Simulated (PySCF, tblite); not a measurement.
# C₃H₆B₂F₂O: geometry, infrared bands and NMR shifts

Wanted: the infrared bands and NMR shifts of C₃H₆B₂F₂O (`B/C(=C\OC)B(F)F`), by calculation.

Computed with tblite 0.8.0 and PySCF 2.14.0, with density-fitted response routines of our own, on a single molecule in the gas phase. Atoms are numbered from 0 throughout.

**1. Starting geometry**

14 atoms, charge 0, multiplicity 1; geometry from: force field or distance geometry start.

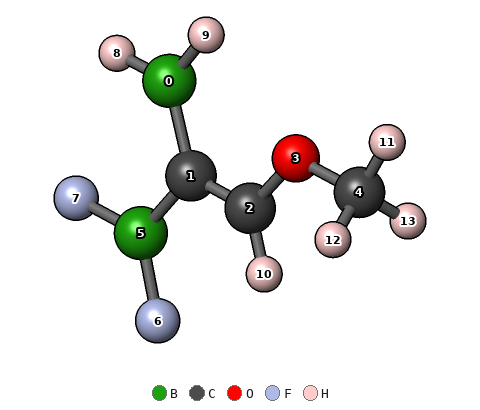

The starting geometry (boron green, carbon dark grey, oxygen red, fluorine light blue, hydrogen pink), atoms numbered; sticks join atoms by distance.

**2. Optimising the geometry with GFN2-xTB**

The job: settings as JSON, then the geometry in Å.

```
{"job": {"kind": "relax", "xc": "GFN2-xTB", "basis": "xTB"}, "charge": 0, "multiplicity": 1}
B      1.322200     1.462900     0.689100
C      1.032100    -0.013100     0.233400
C     -0.171200    -0.417800    -0.147800
O     -1.258000     0.482700    -0.190500
C     -2.551600     0.059700    -0.591400
B      2.227900    -1.040900     0.265800
F      2.032100    -2.411700    -0.136200
F      3.555800    -0.614800     0.697000
H      2.398800     1.795600     1.036100
H      0.445300     2.270800     0.693300
H     -0.348400    -1.444900    -0.456300
H     -3.248800     0.921500    -0.542800
H     -2.517200    -0.304600    -1.636200
H     -2.919700    -0.746000     0.064300
```

Run with:

```console
OMP_NUM_THREADS=1 python probes_run.py task.json out
```

This one command runs all jobs of the session in turn.

Standard output:

```text
step      E/eV     max force
  0    -694.21405    3.714
  1    -694.67121    2.490
  2    -694.85544    1.808
  3    -694.93289    1.335
  4    -694.98101    0.587
  5    -694.99062    0.363
  6    -694.99929    0.197
  7    -695.00354    0.185
  8    -695.00861    0.194
  9    -695.01126    0.128
 10    -695.01362    0.147
 11    -695.01552    0.150
 12    -695.01761    0.149
 13    -695.01987    0.143
 14    -695.02240    0.170
 15    -695.02500    0.165
 16    -695.02758    0.149
 17    -695.02990    0.123
 18    -695.03203    0.131
 19    -695.03403    0.135
 20    -695.03576    0.113
 21    -695.03723    0.124
 22    -695.03858    0.114
 23    -695.03990    0.082
 24    -695.04105    0.091
 25    -695.04175    0.059
 26    -695.04209    0.045
 27    -695.04235    0.051
 28    -695.04269    0.065
 29    -695.04308    0.065
 30    -695.04337    0.050
 31    -695.04352    0.038
 32    -695.04363    0.041
 33    -695.04376    0.042
 34    -695.04387    0.026
 35    -695.04394    0.014
 36    -695.04397    0.014
 37    -695.04400    0.021
 38    -695.04404    0.023
 39    -695.04408    0.019
 40    -695.04411    0.019
 41    -695.04414    0.017
 42    -695.04417    0.024
 43    -695.04423    0.024
 44    -695.04427    0.016
 45    -695.04429    0.008
```

Run time: 0.23 s. Hardware: 1 thread of Arm Neoverse V1, shared host.

Step by step: (not every step is listed)

```csv
step,energy from step 0 (eV),largest force (eV/Å)
0,0.0000,3.7143
1,-0.4572,2.4901
2,-0.6414,1.8076
3,-0.7188,1.3346
4,-0.7670,0.5868
5,-0.7766,0.3630
6,-0.7852,0.1971
7,-0.7895,0.1851
8,-0.7946,0.1944
11,-0.8015,0.1500
14,-0.8083,0.1699
17,-0.8158,0.1231
20,-0.8217,0.1132
23,-0.8258,0.0824
26,-0.8280,0.0451
29,-0.8290,0.0647
32,-0.8296,0.0413
35,-0.8299,0.0142
38,-0.8300,0.0228
40,-0.8301,0.0185
41,-0.8301,0.0175
42,-0.8301,0.0239
43,-0.8302,0.0239
44,-0.8302,0.0162
45,-0.8302,0.0081
```

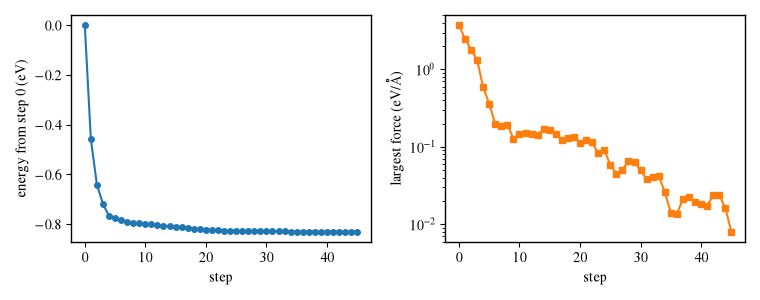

Energy and largest force along the relaxation.

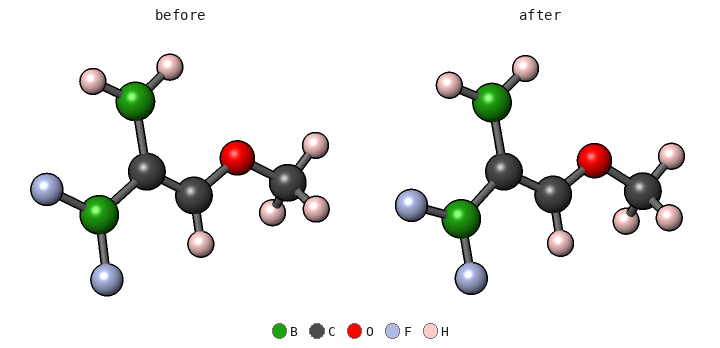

Before and after, at one scale.

Close pairs (by a distance rule), those that changed most:

```csv
bond,before (Å),after (Å),change (Å)
B5–F7,1.460,1.321,-0.139
B5–F6,1.442,1.332,-0.110
C2–O3,1.412,1.325,-0.087
C1–C2,1.326,1.363,+0.038
C1–B5,1.577,1.544,-0.033
B0–C1,1.572,1.547,-0.025
B0–H9,1.192,1.167,-0.025
C4–H11,1.110,1.088,-0.021
```

The end geometry stands in the next job.

**3. Infrared spectrum with GFN2-xTB**

The job: settings as JSON, then the geometry in Å.

```
{"job": {"kind": "ir", "xc": "GFN2-xTB", "basis": "xTB"}, "charge": 0, "multiplicity": 1}
B      1.353596     1.529718     0.715564
C      1.045935     0.080990     0.269958
C     -0.202051    -0.298174    -0.127128
O     -1.246672     0.515762    -0.168168
C     -2.476049    -0.030038    -0.602198
B      2.125234    -1.023172     0.244449
F      1.866924    -2.272479    -0.139388
F      3.386321    -0.845139     0.593882
H      2.438925     1.805993     1.044463
H      0.504686     2.331117     0.720436
H     -0.393174    -1.327158    -0.437214
H     -3.201679     0.780143    -0.567117
H     -2.400531    -0.407791    -1.625793
H     -2.802142    -0.840246     0.056090
```

Standard output:

```text
mode    cm-1     km/mol
  1      27.9      0.65
  2      51.2      0.33
  3     104.7      0.40
  4     117.1      1.85
  5     129.0      0.02
  6     187.7     15.47
  7     215.1      1.07
  8     320.9      0.49
  9     341.8      5.48
 10     350.4      0.35
 11     446.8     10.98
 12     531.5     13.04
 13     559.5     81.36
 14     720.9      3.94
 15     820.6    201.02
 16     876.5     20.01
 17     899.5      9.06
 18     982.7     39.75
 19    1062.4     74.52
 20    1117.3      0.64
 21    1133.0     72.67
 22    1184.1     94.96
 23    1224.4    404.26
 24    1267.6    481.14
 25    1314.0    252.48
 26    1356.5     22.85
 27    1402.0      0.01
 28    1461.3     11.34
 29    1462.3      9.70
 30    1554.4    644.71
 31    2656.4    103.67
 32    2695.3    110.95
 33    2953.5     29.56
 34    2955.2     23.39
 35    2966.3     40.19
 36    3040.6      5.05
```

Run time: 0.36 s. Hardware: 1 thread of Arm Neoverse V1, shared host.

The strongest bands and the atoms that carry them (share of the mass-weighted mode):

```csv
cm⁻¹,km/mol,atoms
821,201.0,"H9 31 %, H8 30 %, B0 25 %"
1184,95.0,"H8 33 %, H9 32 %, B0 13 %"
1224,404.3,"B5 62 %, F6 12 %, F7 10 %"
1268,481.1,"O3 21 %, C2 19 %, C1 17 %"
1314,252.5,"B5 56 %, C1 15 %, F7 10 %"
1554,644.7,"C2 54 %, C1 39 %"
2656,103.7,"H9 56 %, H8 40 %"
2695,111.0,"H8 52 %, H9 36 %, B0 11 %"
```

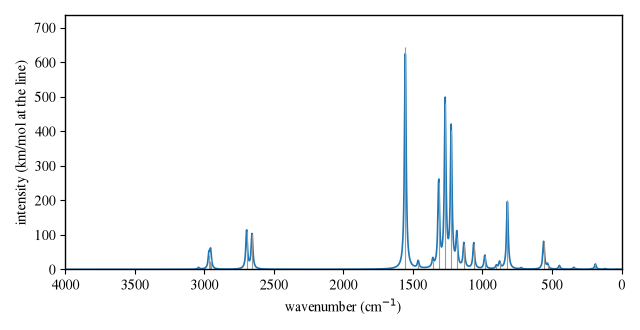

The infrared spectrum from these modes, unscaled. Lines are broadened to a width of 14 cm⁻¹ (Lorentzian).

**4. NMR shieldings: PBE0/pcSseg-1**

Settings changed since step 3:

```diff
@@ -1,2 +1,2 @@
-{"job": {"kind": "ir", "xc": "GFN2-xTB", "basis": "xTB"}, "charge": 0, "multiplicity": 1}
+{"job": {"kind": "nmr", "xc": "PBE0", "basis": "pcSseg-1"}, "charge": 0, "multiplicity": 1}
 B      1.353596     1.529718     0.715564
```

Level: GIAO PBE0/pcSseg-1 NMR shielding, non-relativistic, gas phase.

Standard output:

```text
coarse grid: 12408 points
cycle   1  E = -441.9307157461  dE =  9.678e-01  |g| = 7.736e-01  |ddm| = 3.236e+00
cycle   2  E = -441.8419457908  dE =  8.877e-02  |g| = 1.078e+00  |ddm| = 1.223e+00
cycle   3  E = -442.0390057894  dE = -1.971e-01  |g| = 7.783e-02  |ddm| = 7.142e-01
cycle   4  E = -442.0400945584  dE = -1.089e-03  |g| = 4.006e-02  |ddm| = 8.265e-02
cycle   5  E = -442.0404460803  dE = -3.515e-04  |g| = 7.270e-03  |ddm| = 3.343e-02
cycle   6  E = -442.0404539615  dE = -7.881e-06  |g| = 3.286e-03  |ddm| = 6.951e-03
cycle   7  E = -442.0404560659  dE = -2.104e-06  |g| = 5.116e-04  |ddm| = 2.440e-03
final grid: 122688 points
cycle   8  E = -442.1042109157  dE = -5.396e-05  |g| = 1.135e-02  |ddm| = 2.684e-02
cycle   9  E = -442.1041754906  dE =  3.543e-05  |g| = 1.802e-02  |ddm| = 1.870e-02
cycle  10  E = -442.1042345654  dE = -5.907e-05  |g| = 2.127e-03  |ddm| = 1.282e-02
cycle  11  E = -442.1042355855  dE = -1.020e-06  |g| = 3.054e-04  |ddm| = 1.914e-03
cycle  12  E = -442.1042356027  dE = -1.718e-08  |g| = 1.690e-04  |ddm| = 4.096e-04
cycle  13  E = -442.1042356100  dE = -7.337e-09  |g| = 3.213e-05  |ddm| = 1.513e-04
cycle  14  E = -442.1042356102  dE = -2.196e-10  |g| = 6.793e-06  |ddm| = 2.355e-05
converged SCF energy = -442.1042356102

GIAO shielding tensors (ppm)
atom      isotropic    diamagn.    paramagn.     s11        s22        s33       span
  0 B       32.781     191.249    -158.468    -22.135    -18.902    139.379    161.514
  1 C       72.685     260.450    -187.764    -32.356     66.180    184.232    216.588
  2 C       -4.700     258.459    -263.160   -104.407      6.270     84.037    188.444
  3 O      162.915     397.468    -234.553    -10.475    194.258    304.963    315.438
  4 C      125.887     244.188    -118.301     92.706    100.919    184.036     91.330
  5 B       74.151     194.412    -120.260     54.981     78.981     88.492     33.511
  6 F      277.461     471.135    -193.674    124.891    321.858    385.634    260.743
  7 F      257.948     465.184    -207.236    101.852    298.256    373.738    271.886
  8 H       24.754      30.203      -5.449     19.065     26.903     28.293      9.228
  9 H       24.310      30.477      -6.167     18.190     26.123     28.617     10.427
 10 H       23.855      33.781      -9.926     20.887     21.081     29.597      8.709
 11 H       27.403      27.726      -0.323     23.712     25.933     32.563      8.852
 12 H       27.713      28.636      -0.923     24.662     25.693     32.784      8.122
 13 H       27.715      28.643      -0.928     24.663     25.696     32.785      8.123
```

Run time: 28 s. Hardware: 1 thread of Arm Neoverse V1, shared host; peak memory 0.73 GiB.

Shifts follow as δ = σ(reference) − σ, with reference shieldings (ppm) from runs at the same level and on the same kind of geometry: 1H TMS 31.72, 13C TMS 186.9, 19F CFCl3 170.9, 17O H2O 336.1, 11B BF3·OEt2 100.1. The references are single molecules in the gas phase, so shifts against H2O, NH3, PH3, H3PO4 or CFCl3 are not on the usual liquid scales and can be off by tens of ppm. Atoms listed in one row are averaged.

```csv
atoms,environment,σ (ppm),δ (ppm),δ scaled to CDCl3
C2,alkene carbon bearing oxygen,-4.7,191.6,185.1
C1,β carbon of an enol-ether or enamine type C=C,72.7,114.2,109.6
C4,methyl carbon bonded to O,125.9,61.0,57.7
H10,hydrogen on an alkene carbon bearing oxygen,23.86,7.86,7.52
"H8, H9",hydrogen on a boron bonded to C,24.53,7.19,–
"H11, H12, H13",hydrogen on a methyl carbon bonded to O,27.61,4.11,3.98
B0,"boron bonded to C, 2 H",32.8,67.3,–
B5,"boron bonded to C, 2 F",74.2,25.9,–
O3,ether oxygen,162.9,173.2,–
"F6, F7",fluorine bonded to B,267.7,-96.8,–
```

The scaled column applies a straight-line fit of computed shieldings to shifts measured in CDCl3, and one for carbons that bear F (root-mean-square error 0.16 ppm for H, 1.9 ppm for C).

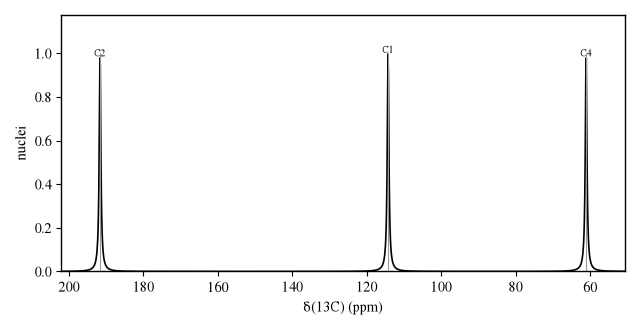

13C lines at the computed shifts, without couplings. Lines are broadened to a width of 0.52 ppm (Lorentzian).

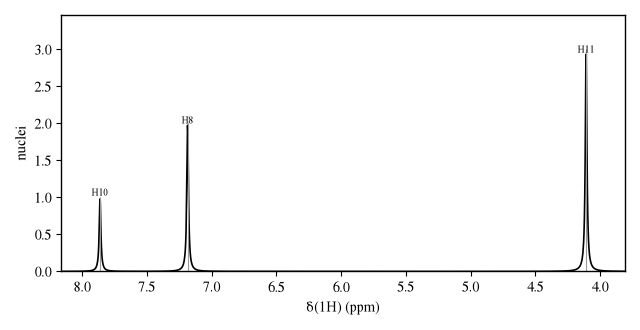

1H lines at the computed shifts, without couplings. Lines are broadened to a width of 0.02 ppm (Lorentzian).

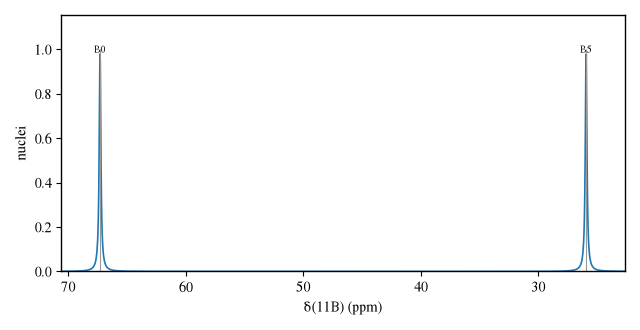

11B lines at the computed shifts, without couplings. Lines are broadened to a width of 0.17 ppm (Lorentzian).

Charges from the same density, by scheme (e):

```csv
atoms,Mulliken,IAO,Hirshfeld,ESP fit
B0,0.21,0.01,0.11,0.42
C1,-0.66,-0.39,-0.20,-0.60
C2,0.26,0.18,0.10,0.25
O3,-0.41,-0.27,-0.06,-0.12
C4,-0.05,-0.21,-0.02,-0.28
B5,0.78,0.70,0.28,0.74
"F6, F7",-0.30,-0.33,-0.15,-0.31
```

Hirshfeld charges:

B0 0.11; C1 -0.20; C2 0.10; O3 -0.06; C4 -0.02; B5 0.28; F6 -0.15; F7 -0.14; H8 -0.06; H9 -0.07; H10 0.05; H11 0.07; H12 0.05; H13 0.05

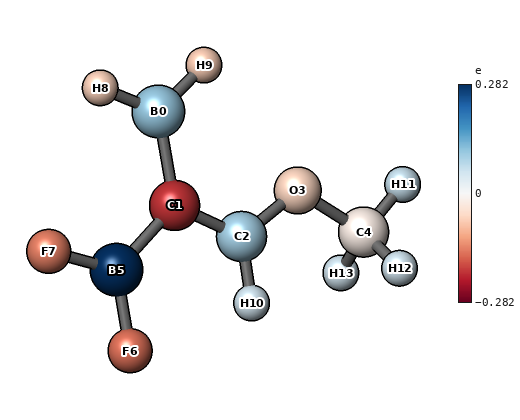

Hirshfeld charges, as colours on the atoms.

Mayer bond orders: B0–C1 1.07, C1–C2 1.59, C2–O3 1.13, O3–C4 0.88, C1–B5 1.01, B5–F6 1.08, B5–F7 1.11.

Orbitals, density, ELF and potential are computed afterwards from the orbital file.

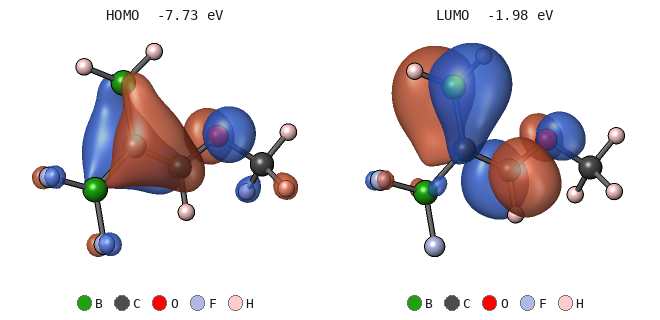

PBE0/pcSseg-1 orbitals near the gap, drawn at the value that encloses 70 % of each; the two colours are the two signs.

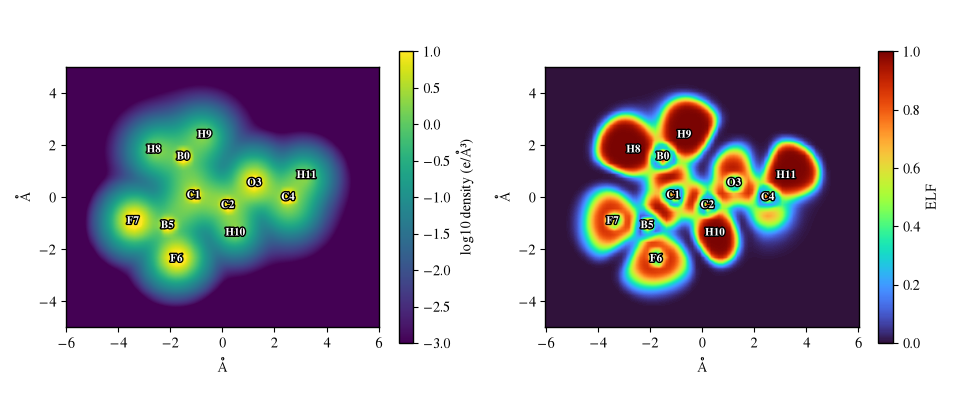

Density (left) and ELF (right) in a plane through or near 12 of the atoms.

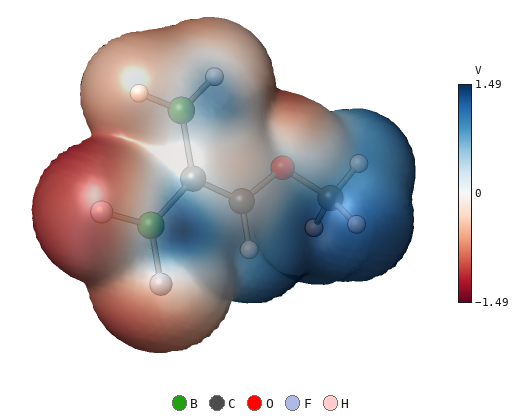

Electrostatic potential on the surface of density 0.002 e/bohr³; red is low, blue high. It runs from -1.09 V near F7 to 1.49 V near H10.

**5. What came out**

| quantity | value |
| --- | --- |
| strongest single infrared mode (GFN2-xTB) | 1554 cm⁻¹, 645 km/mol |
| zero-point energy (GFN2-xTB) | 57.9 kcal/mol |
| 13C shifts against TMS (PBE0/pcSseg-1) | 191.6, 114.2, 61.0 ppm |
| 1H shifts against TMS (PBE0/pcSseg-1, means over atoms taken as alike) | 7.86, 7.19, 4.11 ppm |
| 11B shifts against BF3·OEt2 (PBE0/pcSseg-1) | 67.3, 25.9 ppm |
| 17O shifts against H2O (PBE0/pcSseg-1) | 173.2 ppm |
| 19F shifts against CFCl3 (PBE0/pcSseg-1, means over atoms taken as alike) | -96.8 ppm |
| surface potential, least and greatest | -1.09 V and 1.49 V |

**Reading.** Over 45 steps the energy fell by 0.830 eV; of the close pairs, B5–F7 changed most, 1.460 to 1.321 Å. No mode is imaginary among the 36: a minimum at this level. The strongest single mode, at 1554 cm⁻¹, moves mainly C2 and C1. Unscaled tight-binding wavenumbers are off by several per cent, some by more. Its intensities can rank the bands wrongly. The most deshielded carbon is C2 (alkene carbon bearing oxygen), at 191.6 ppm: an sp2 carbon further deshielded by the attached heteroatom. H10 (hydrogen on an alkene carbon bearing oxygen) lies farthest downfield among hydrogen, at 7.86 ppm; olefinic region. At PBE0/pcSseg-1: The widest tensor belongs to O3: span 315 ppm, with a paramagnetic part of -235 ppm. At PBE0/pcSseg-1, counted by nearest atom on the grid, the HOMO lies on C1 42 %; O3 22 %, the LUMO on C2 29 %; B0 28 %.
